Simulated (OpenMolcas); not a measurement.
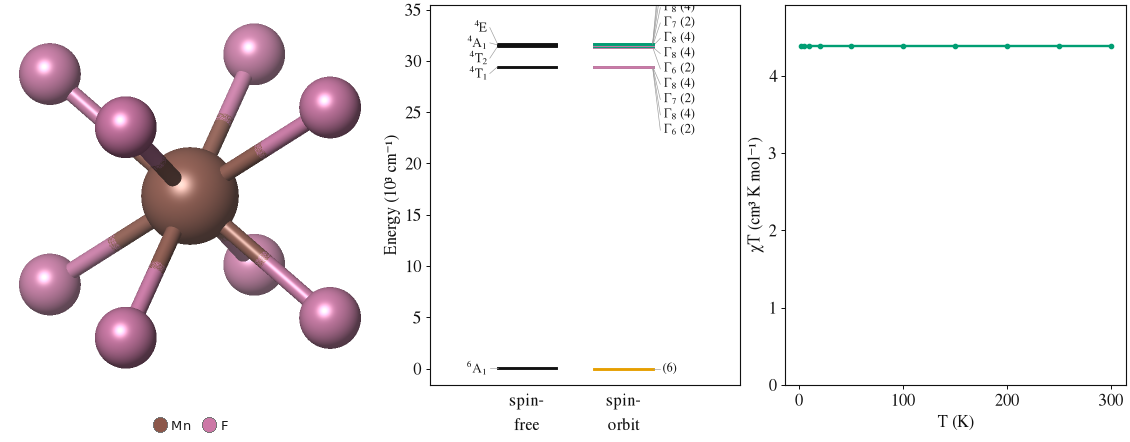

Mn²⁺ (3d⁵) as a dopant in SrF₂, a cluster with its 8 nearest F⁻ at 2.250 Å (cube) embedded in model potentials and point charges; the geometry was set, not optimised, and its levels and susceptibility. Labels give the representation in O, Td, D4 or D3 as the site allows (double group for half-integer spin) where it could be assigned and, in brackets, the degeneracy; spin-free states, where drawn, share the zero of the spin-orbit levels. Computed with OpenMolcas: state-averaged CASSCF, active space 5 electrons in the shell 3d, basis ANO-RCC-VDZP on all atoms, DKH2 scalar Hamiltonian, spin-orbit coupling by RASSI with atomic mean-field integrals. Powder susceptibility by Van Vleck's formula.

### What does the figure show?

The ground level is 6-fold degenerate, 100 % from states of spin multiplicity 6. The next level lies at 29,400 cm⁻¹ (Γ₆). The lowest spin-free state is ⁶A₁, from the free-ion S term. A ligand-field fit to the spin-free states gives |10Dq| = 4,360 cm⁻¹, B = 1,090 and C = 4,130 cm⁻¹ (rms misfit 80 cm⁻¹). χT is 4.39 cm³ K mol⁻¹ at 2 K and 4.39 at 300 K, an effective moment of 5.92 μB. The active orbitals hold 97 to 99 % metal character (Löwdin), and the Mulliken charge of the metal is +1.70.

Caveat: small active space favours high spin, ground spin may be wrong; the geometry is set by hand, with no relaxation and no charge compensation.
